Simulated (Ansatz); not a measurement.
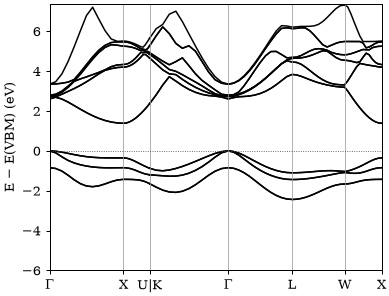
*Band structure from DFT-PBE with spin–orbit coupling in the program Ansatz with PAW potentials*

Q: Read off the gap and where the band edges lie.

A: About 1.4 eV (1.39 eV by a search for the band edges); maximum at Γ, minimum at X.

The material is BaTe (rock salt, Fm-3m).

Symmetry was held in the PBE relaxation; of distortions, only those at the zone centre were tested.

Potentials: the later of the program's two PAW sets.
